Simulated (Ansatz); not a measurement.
```xyz
9

C    -0.0003    1.1288   -0.8961
Ge    0.4209   -0.0595    0.5930
O     1.0134   -1.5592   -0.1886
O    -1.1534   -0.3631    1.3949
H    -0.7624    0.6321   -1.5003
H    -0.3862    2.0758   -0.5216
H     0.8919    1.3006   -1.4967
H     1.1590   -2.2863    0.4208
H    -1.0943   -0.9155    2.1774
```

Geometry: PBE0-D4/def2-TZVP.

Computed with UKS PBE0-D4/def2-TZVPP in Ansatz 0.2.0.

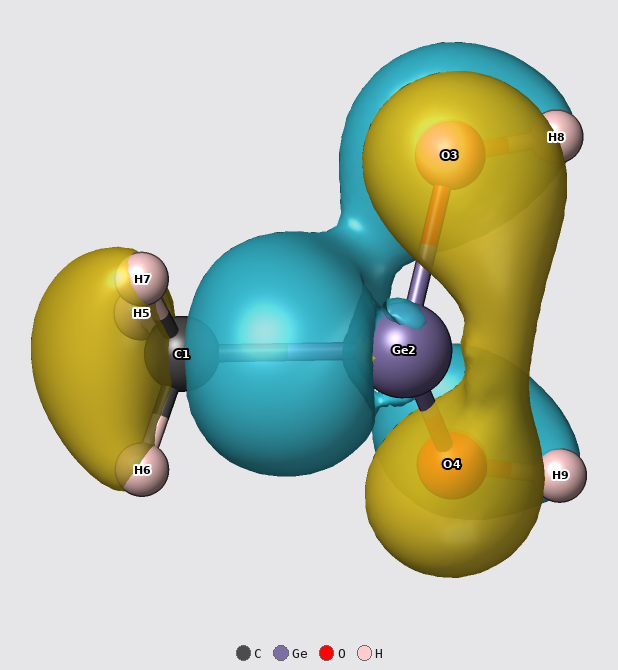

CH$_{5}$GeO$_{2}$ (SMILES [CH3][Ge]([OH])[OH]) (doublet). The HOMO−1 (β) at ±0.1 Å⁻³ᐟ² (yellow and cyan are the two phases), seen at a tilt.

**Where does this orbital lie, and at what energy?**

Its weight (Hirshfeld) is mainly on O4 (about 25 %), O3 (about 25 %), C1 (about 20 %) and Ge2 (about 20 %). Its energy is −9.08 eV.
